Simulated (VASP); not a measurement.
## LaSi3Ir: convergence with the k-mesh and smearing

How sensitive are energy, pressure and forces of LaSi3Ir to the k-mesh and smearing? The series runs use r2SCAN. The k-mesh tried: 2 2 2; 3 3 3; 4 4 4; 5 5 5; 7 7 7; 9 9 9; 11 11 11. The smearing tried: ISMEAR = -1, SIGMA = 0.01; ISMEAR = -1, SIGMA = 0.05; ISMEAR = -1, SIGMA = 0.1; ISMEAR = -1, SIGMA = 0.2; ISMEAR = -1, SIGMA = 0.5; ISMEAR = 1, SIGMA = 0.01; ISMEAR = 1, SIGMA = 0.05; ISMEAR = 1, SIGMA = 0.1; ISMEAR = 1, SIGMA = 0.2; ISMEAR = 1, SIGMA = 0.5; ISMEAR = -5. The start is a cell from a database of measured crystal structures.

Program: VASP 6.6.1. Level of theory: r2SCAN; plane waves and PAW (La, Si, Ir). Results are calculated unless marked as measured.

## (1) Starting point

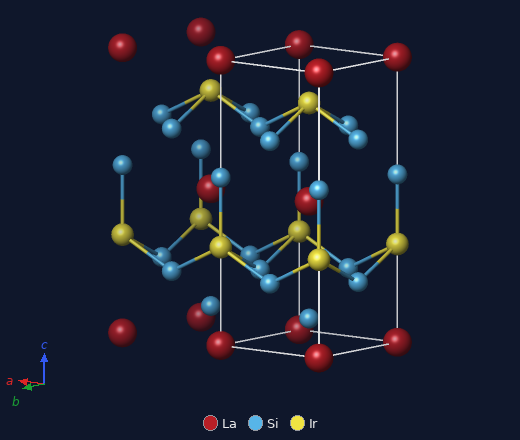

The starting structure, seen from a free direction (lanthanum red, silicon blue, iridium yellow). 2×1×1 cells are drawn. This picture shows the conventional cell, with its axes. Some periodic images of atoms are drawn too.

As a file:

```xyz
5
Lattice="0.0000 -4.2780 0.0000 -4.2780 0.0000 0.0000 2.1390 -2.1390 -4.9150" Properties=species:S:1:pos:R:3 pbc="T T T"
La    0.0000    0.0000    0.0000
Si   -2.1390   -4.2780   -2.3445
Si    0.0000   -2.1390   -2.3445
Si   -2.1390   -2.1390   -0.8729
Ir    0.0000   -4.2780   -3.3884
```

## (2) K-mesh: 2 2 2

The sum over the zone converges with the mesh, fast for insulators and slowly for metals. r2SCAN adds the kinetic-energy density, costs more than a GGA and is run with LASPH.

The input, INCAR:

```
SYSTEM = LaSi3Ir
PREC = Accurate
ENCUT = 400
EDIFF = 1E-06
NELM = 100
ISMEAR = -1
SIGMA = 0.05
LREAL = .FALSE.
ALGO = Normal
METAGGA = R2SCAN
LASPH = .TRUE.
NBANDS = 22
LORBIT = 11
LWAVE = .FALSE.
LCHARG = .FALSE.
NCORE = 4
ISIF = 2
```

The input, POSCAR:

```
LaSi3Ir
1.0
    0.0000000000     -4.2780000000      0.0000000000
   -4.2780000000      0.0000000000      0.0000000000
    2.1390000000     -2.1390000000     -4.9150000000
La Si Ir
1 3 1
Direct
    0.0000000000      0.0000000000      0.0000000000
    0.7615000000      0.7385000000      0.4770000000
    0.2615000000      0.2385000000      0.4770000000
    0.4112000000      0.5888000000      0.1776000000
    0.6553000000      0.3447000000      0.6894000000
```

The input, KPOINTS:

```
Automatic mesh
0
Gamma
2 2 2
0 0 0
```

PAW data sets: La, Si and Ir (PBE family, release 64).

Run with:

```bash
mpirun -np 4 vasp_std
```

Log:

```text
[banner, memory and clock lines left out]
running    4 mpi-ranks, on    1 nodes
 distrk:  each k-point on    4 cores,    1 groups
 distr:  one band on    4 cores,    1 groups

 POSCAR found type information on POSCAR LaSiIr
 POSCAR found :  3 types and       5 ions
|                                                                             |
|               ----> ADVICE to this user running VASP <----                  |
|                                                                             |
|     You enforced a specific xc type in the INCAR file but a different       |
|     [... a line on the potential file left out ...]
|     I HOPE YOU KNOW WHAT YOU ARE DOING!                                     |
|                                                                             |

 LDA part: xc-table for (None), standard interpolation
 POSCAR, INCAR and KPOINTS ok, starting setup
 FFT: planning ... GRIDC
 FFT: planning ... GRID_SOFT
 FFT: planning ... GRID
 WAVECAR not read
 entering main loop
       N       E                     dE             d eps       ncg     rms          rms(c)
DAV:   1     0.127860525428E+03    0.12786E+03   -0.10733E+04   184   0.149E+03
DAV:   2    -0.746532316640E+02   -0.20251E+03   -0.18204E+03   208   0.282E+02
DAV:   3    -0.118272758919E+03   -0.43620E+02   -0.40917E+02   258   0.120E+02
DAV:   4    -0.120787071751E+03   -0.25143E+01   -0.24427E+01   328   0.357E+01
DAV:   5    -0.120880432535E+03   -0.93361E-01   -0.91106E-01   252   0.659E+00    0.170E+01
DAV:   6    -0.113684031422E+03    0.71964E+01   -0.17379E+01   312   0.318E+01    0.604E+00
DAV:   7    -0.113156235754E+03    0.52780E+00   -0.48433E+00   312   0.210E+01    0.475E+00
DAV:   8    -0.113190956731E+03   -0.34721E-01   -0.49730E-01   288   0.464E+00    0.175E+00
DAV:   9    -0.113174556247E+03    0.16400E-01   -0.16930E-01   304   0.410E+00    0.618E-01
DAV:  10    -0.113176519499E+03   -0.19633E-02   -0.13803E-02   304   0.876E-01    0.273E-01
DAV:  11    -0.113176387887E+03    0.13161E-03   -0.26948E-03   312   0.396E-01    0.130E-01
DAV:  12    -0.113176494258E+03   -0.10637E-03   -0.78629E-04   320   0.233E-01    0.248E-02
DAV:  13    -0.113176504727E+03   -0.10469E-04   -0.79954E-05   274   0.658E-02    0.211E-02
DAV:  14    -0.113176504283E+03    0.44462E-06   -0.22852E-05   352   0.414E-02    0.637E-03
DAV:  15    -0.113176504517E+03   -0.23366E-06   -0.22712E-06   208   0.108E-02
   1 F= -.11317650E+03 E0= -.11315253E+03  d E =-.479532E-01
```

Wall time 14 s (4 MPI ranks of Intel Xeon Platinum 8488C (Sapphire Rapids), shared host); peak memory 0.56 GiB.

The logs omit lines about the potential files and the build; timing stands in the text.

OUTCAR, selected parts (step 2):

```text
ion  position               nearest neighbor table
   1  0.000  0.000  0.000-   4 3.15   4 3.15   4 3.15   4 3.15   3 3.17   2 3.17   3 3.17   2 3.17
                             3 3.34   2 3.34   2 3.34   3 3.34   5 3.39   5 3.39   5 3.39   5 3.39
   2  0.761  0.739  0.477-   5 2.38   5 2.38   4 2.60   4 2.60   3 3.03   3 3.03   3 3.03   3 3.03
                             1 3.17   1 3.17   1 3.34   1 3.34
   3  0.261  0.239  0.477-   5 2.38   5 2.38   4 2.60   4 2.60   2 3.03   2 3.03   2 3.03   2 3.03
                             1 3.17   1 3.17   1 3.34   1 3.34
   4  0.411  0.589  0.178-   5 2.40   3 2.60   2 2.60   3 2.60   2 2.60   1 3.15   1 3.15   1 3.15
                             1 3.15
   5  0.655  0.345  0.689-   3 2.38   2 2.38   3 2.38   2 2.38   4 2.40   1 3.39   1 3.39   1 3.39
                             1 3.39   1 3.39

  LATTYP: Found a body centered tetragonal cell.
 ALAT       =     4.2780000000
 C/A-ratio  =     2.2978027115

 Subroutine GETGRP returns: Found  8 space group operations
 (whereof  8 operations were pure point group operations)

The static configuration has the point symmetry C_4v.

 Found      4 irreducible k-points:

   k-points           NKPTS =      4   k-points in BZ     NKDIM =      4   number of bands    NBANDS=     22

   dimension x,y,z NGX =    28 NGY =   28 NGZ =   40
   dimension x,y,z NGXF=    56 NGYF=   56 NGZF=   80

   ENCUT  =  400.0 eV  29.40 Ry    5.42 a.u.   6.98  6.98  9.41*2*pi/ulx,y,z

   NELECT =      32.0000    total number of electrons

 k-points in reciprocal lattice and weights: Automatic mesh
   0.00000000  0.00000000  0.00000000       0.125
   0.50000000  0.00000000  0.00000000       0.500
   0.50000000  0.50000000  0.00000000       0.250
   0.00000000  0.00000000  0.50000000       0.125

 average (electrostatic) potential at core
       1 -99.9669       2 -82.9062       3 -82.9062       4 -82.6301       5 -54.0112

 E-fermi :   9.5718

 k-point     1 :       0.0000    0.0000    0.0000
  band No.  band energies     occupation
    ...
     11       6.0407      2.00000
     12       6.1930      2.00000
     13       6.7071      2.00000
     14       7.7899      2.00000
     15       7.7899      2.00000
     16       9.6354      0.43800
     17       9.6354      0.43799
     18      11.0512      0.00000
     19      11.5909      0.00000
     20      12.0761      0.00000
    ...

 k-point     2 :       0.5000    0.0000    0.0000
  band No.  band energies     occupation
    ...
     13       6.5508      2.00000
     14       7.2410      2.00000
     15       8.2231      2.00000
     16       8.9938      1.99998
     17       9.5930      0.79124
     18      11.3744      0.00000
     19      11.7630      0.00000
     20      12.2202      0.00000
     21      12.3351      0.00000
     22      12.3465      0.00000

 k-point     3 :       0.5000    0.5000    0.0000
  band No.  band energies     occupation
    ...
     12       6.1518      2.00000
     13       6.4461      2.00000
     14       6.4585      2.00000
     15       7.2961      2.00000
     16       7.5106      2.00000
     17      11.7178      0.00000
     18      11.9362      0.00000
     19      12.2122      0.00000
     20      12.3673      0.00000
     21      12.3786      0.00000
    ...

  Total        0.0633204      0.0633204      0.0597352      0.0000000      0.0000000      0.0000000
  in kB        1.1278448      1.1278448      1.0639857      0.0000000      0.0000000      0.0000000
  external PRESSURE =       1.1065584 kB  Pullay stress =       0.0000000 kB

  energy-cutoff  :      400.00
  volume of cell :       89.95
      direct lattice vectors                 reciprocal lattice vectors
     0.000000000 -4.278000000  0.000000000     0.000000000 -0.233754091  0.101729400
    -4.278000000  0.000000000  0.000000000    -0.233754091  0.000000000 -0.101729400
     2.139000000 -2.139000000 -4.915000000     0.000000000  0.000000000 -0.203458800

 POSITION                                       TOTAL-FORCE (eV/Angst)
 -----------------------------------------------------------------------------------
      0.00000      0.00000      0.00000        -0.000000      0.000000     -0.526803
     -2.13900     -4.27800     -2.34445         0.000000     -0.000000      1.138222
     -0.00000     -2.13900     -2.34445         0.000000     -0.000000      1.138222
     -2.13900     -2.13900     -0.87290        -0.000000      0.000000     -1.662206
     -0.00000     -4.27800     -3.38840        -0.000000      0.000000     -0.087436
 -----------------------------------------------------------------------------------
    total drift:                               -0.000289      0.000289     -0.001532

  FREE ENERGIE OF THE ION-ELECTRON SYSTEM (eV)
  ---------------------------------------------------
  free  energy   TOTEN  =      -113.1765045165 eV

  energy  without entropy=     -113.1285512778  energy(sigma->0) =     -113.15252790

 total charge
# of ion       s       p       d       f       tot
--------------------------------------------------
    1        1.986   5.684   0.691   0.186   8.547
    2        0.770   0.852   0.000   0.000   1.622
    3        0.770   0.852   0.000   0.000   1.622
    4        0.750   0.906   0.000   0.000   1.657
    5        0.740   0.758   7.251   0.000   8.749
--------------------------------------------------
tot          5.015   9.053   7.942   0.186  22.197

[... 1 further part left out ...]
```

The PAW data sets were made with PBE, which is usual practice but a small mismatch for other functionals.

This step gave:

```
SCF cycles              : 15
electrons               : 32
bands                   : 22
irreducible k-points    : 4
symmetry operations     : 8
free energy (TOTEN)     : -113.1765 eV
energy at zero smearing : -113.1525 eV
Fermi energy            : 9.572 eV
pressure                : 0.1107 GPa
metallic                : yes
```

The series starts at -22.6305 eV an atom and 0.11 GPa, after 15 cycles in 14 s.

## (3) K-mesh: 3 3 3

INCAR, as its differences from that of step 2:

```diff
@@ -15,3 +15,4 @@
 LCHARG = .FALSE.
-NCORE = 4
+KPAR = 2
+NCORE = 2
 ISIF = 2
```

POSCAR is that of step 2.

The input, KPOINTS:

```
Automatic mesh
0
Gamma
3 3 3
0 0 0
```

Run with:

```bash
mpirun -np 4 vasp_std
```

Log:

```text
[banner, memory and clock lines left out]
running    4 mpi-ranks, on    1 nodes
[...]
[... a notice as in an earlier step ...]

 LDA part: xc-table for (None), standard interpolation
 POSCAR, INCAR and KPOINTS ok, starting setup
[...]
entering main loop
       N       E                     dE             d eps       ncg     rms          rms(c)
DAV:   1     0.136121293417E+03    0.13612E+03   -0.10489E+04   272   0.150E+03
DAV:   2    -0.712074382753E+02   -0.20733E+03   -0.18686E+03   312   0.285E+02
DAV:   3    -0.117576664781E+03   -0.46369E+02   -0.43456E+02   390   0.123E+02
DAV:   4    -0.120635327945E+03   -0.30587E+01   -0.30111E+01   496   0.389E+01
[...]
DAV:  36    -0.113241452665E+03    0.61398E-05   -0.26514E-04   504   0.774E-02    0.667E-03
DAV:  37    -0.113241451214E+03    0.14508E-05   -0.12808E-05   368   0.186E-02    0.587E-03
DAV:  38    -0.113241450401E+03    0.81288E-06   -0.18028E-06   336   0.875E-03
   1 F= -.11324145E+03 E0= -.11323565E+03  d E =-.115976E-01
```

The job ended after 40 s (4 MPI ranks; peak memory 0.68 GiB).

Parts of OUTCAR (step 3):

```text
  Total        0.6498349      0.6498349      0.4852787      0.0000000     -0.0000000      0.0000000
  in kB       11.5746676     11.5746676      8.6436411      0.0000000     -0.0000000      0.0000000
  external PRESSURE =      10.5976588 kB  Pullay stress =       0.0000000 kB

 POSITION                                       TOTAL-FORCE (eV/Angst)
 -----------------------------------------------------------------------------------
      0.00000      0.00000      0.00000         0.000000     -0.000000      0.368667
     -2.13900     -4.27800     -2.34445         0.000000      0.000000      0.021932
     -0.00000     -2.13900     -2.34445        -0.000000     -0.000000      0.021932
     -2.13900     -2.13900     -0.87290         0.000000     -0.000000     -0.365084
     -0.00000     -4.27800     -3.38840        -0.000000      0.000000     -0.047448
 -----------------------------------------------------------------------------------
    total drift:                               -0.000885      0.000885     -0.002951

  FREE ENERGIE OF THE ION-ELECTRON SYSTEM (eV)
  ---------------------------------------------------
  free  energy   TOTEN  =      -113.2414504009 eV

  energy  without entropy=     -113.2298527592  energy(sigma->0) =     -113.23565158

[... 1 part as in an earlier step ...]

[... 2 further parts left out ...]
[key lines of the parts left out:]
E-fermi :   9.3716
```

Against the run before the energy moves by -16.62 meV an atom and the pressure by +0.95 GPa, after 38 cycles in 40 s.

## (4) K-mesh: 4 4 4

INCAR, as its differences from that of step 3:

```diff
@@ -15,4 +15,3 @@
 LCHARG = .FALSE.
-KPAR = 2
-NCORE = 2
+KPAR = 4
 ISIF = 2
```

POSCAR is that of step 3.

The input, KPOINTS:

```
Automatic mesh
0
Gamma
4 4 4
0 0 0
```

Run with:

```bash
mpirun -np 4 vasp_std
```

Log:

```text
[banner, memory and clock lines left out]
running    4 mpi-ranks, on    1 nodes
[...]
[... a notice as in an earlier step ...]

 LDA part: xc-table for (None), standard interpolation
 POSCAR, INCAR and KPOINTS ok, starting setup
[...]
entering main loop
       N       E                     dE             d eps       ncg     rms          rms(c)
DAV:   1     0.138846145191E+03    0.13885E+03   -0.10394E+04   580   0.151E+03
DAV:   2    -0.725901696185E+02   -0.21144E+03   -0.19107E+03   684   0.292E+02
DAV:   3    -0.117197792817E+03   -0.44608E+02   -0.41073E+02   882   0.126E+02
DAV:   4    -0.120441513025E+03   -0.32437E+01   -0.31967E+01  1046   0.396E+01
[...]
DAV:  14    -0.113015330772E+03   -0.65828E-04   -0.22798E-05   936   0.509E-02    0.111E-02
DAV:  15    -0.113015296254E+03    0.34517E-04   -0.92210E-06   942   0.295E-02    0.388E-03
DAV:  16    -0.113015296511E+03   -0.25626E-06   -0.83777E-07   544   0.527E-03
   1 F= -.11301530E+03 E0= -.11301019E+03  d E =-.102066E-01
```

Run time: 27 s. Hardware: 4 MPI ranks; peak memory 0.75 GiB; 99 s of CPU time.

Parts of OUTCAR (step 4):

```text
  Total        0.6359769      0.6359769      0.9021625      0.0000000     -0.0000000      0.0000000
  in kB       11.3278331     11.3278331     16.0690523      0.0000000     -0.0000000      0.0000000
  external PRESSURE =      12.9082395 kB  Pullay stress =       0.0000000 kB

 POSITION                                       TOTAL-FORCE (eV/Angst)
 -----------------------------------------------------------------------------------
      0.00000      0.00000      0.00000         0.000000     -0.000000      0.116623
     -2.13900     -4.27800     -2.34445         0.000000     -0.000000     -0.103146
     -0.00000     -2.13900     -2.34445         0.000000     -0.000000     -0.103146
     -2.13900     -2.13900     -0.87290        -0.000000      0.000000      0.273256
     -0.00000     -4.27800     -3.38840        -0.000000      0.000000     -0.183588
 -----------------------------------------------------------------------------------
    total drift:                               -0.004638      0.004638      0.001022

  FREE ENERGIE OF THE ION-ELECTRON SYSTEM (eV)
  ---------------------------------------------------
  free  energy   TOTEN  =      -113.0152965107 eV

  energy  without entropy=     -113.0050899226  energy(sigma->0) =     -113.01019322

[... 1 part as in an earlier step ...]

[... 2 further parts left out ...]
[key lines of the parts left out:]
E-fermi :   9.6102
```

Against the run before the energy moves by +45.09 meV an atom and the pressure by +0.23 GPa, after 16 cycles in 27 s.

## (5) K-mesh: 5 5 5

INCAR is that of step 4.

POSCAR is that of step 4.

The input, KPOINTS:

```
Automatic mesh
0
Gamma
5 5 5
0 0 0
```

Run with:

```bash
mpirun -np 4 vasp_std
```

Log:

```text
[... set-up lines as in an earlier step ...]
 entering main loop
       N       E                     dE             d eps       ncg     rms          rms(c)
DAV:   1     0.140988532541E+03    0.14099E+03   -0.10557E+04   792   0.151E+03
DAV:   2    -0.706604462168E+02   -0.21165E+03   -0.19170E+03   918   0.291E+02
DAV:   3    -0.117229245059E+03   -0.46569E+02   -0.43545E+02  1194   0.125E+02
DAV:   4    -0.120387750041E+03   -0.31585E+01   -0.30726E+01  1440   0.385E+01
[...]
DAV:  17    -0.112938504789E+03   -0.55795E-05   -0.76711E-05  1248   0.498E-02    0.136E-02
DAV:  18    -0.112938504757E+03    0.32256E-07   -0.10510E-05  1234   0.206E-02    0.117E-02
DAV:  19    -0.112938504272E+03    0.48504E-06   -0.65740E-07   784   0.707E-03
   1 F= -.11293850E+03 E0= -.11293300E+03  d E =-.110035E-01
```

Elapsed: 37 s, on 4 MPI ranks; peak memory 0.79 GiB; 2.3 min of CPU time.

Parts of OUTCAR (step 5):

```text
  Total        0.6307427      0.6307427      0.7167726      0.0000000      0.0000000      0.0000000
  in kB       11.2346034     11.2346034     12.7669419      0.0000000      0.0000000      0.0000000
  external PRESSURE =      11.7453829 kB  Pullay stress =       0.0000000 kB

 POSITION                                       TOTAL-FORCE (eV/Angst)
 -----------------------------------------------------------------------------------
      0.00000      0.00000      0.00000         0.000000     -0.000000     -0.120882
     -2.13900     -4.27800     -2.34445         0.000000      0.000000      0.128650
     -0.00000     -2.13900     -2.34445         0.000000     -0.000000      0.128650
     -2.13900     -2.13900     -0.87290         0.000000     -0.000000      0.255792
     -0.00000     -4.27800     -3.38840        -0.000000      0.000000     -0.392211
 -----------------------------------------------------------------------------------
    total drift:                                0.001243     -0.001243     -0.005508

  FREE ENERGIE OF THE ION-ELECTRON SYSTEM (eV)
  ---------------------------------------------------
  free  energy   TOTEN  =      -112.9385042715 eV

  energy  without entropy=     -112.9275007902  energy(sigma->0) =     -112.93300253

[... 1 part as in an earlier step ...]

[... 2 further parts left out ...]
[key lines of the parts left out:]
E-fermi :   9.6725
```

Against the run before the energy moves by +15.44 meV an atom and the pressure by -0.12 GPa, after 19 cycles in 37 s.

(Part 1 of 4 ends here.)

[Lines on the potential files, build, host, timing and source positions are cut from VASP's logs without a mark.]

[Logs are printed without paths, hosts, clocks, repeated set-up lines and the standing remarks that a program may print on its own settings, such as how far it seeks lower states.]

[Hosts, paths, dates, database ids (printed as entryN), source tags and the programs' standing remarks are cut or masked in the printed files.]

[A measured line is paired with the nearest computed mode of its activity, which favours agreement.]
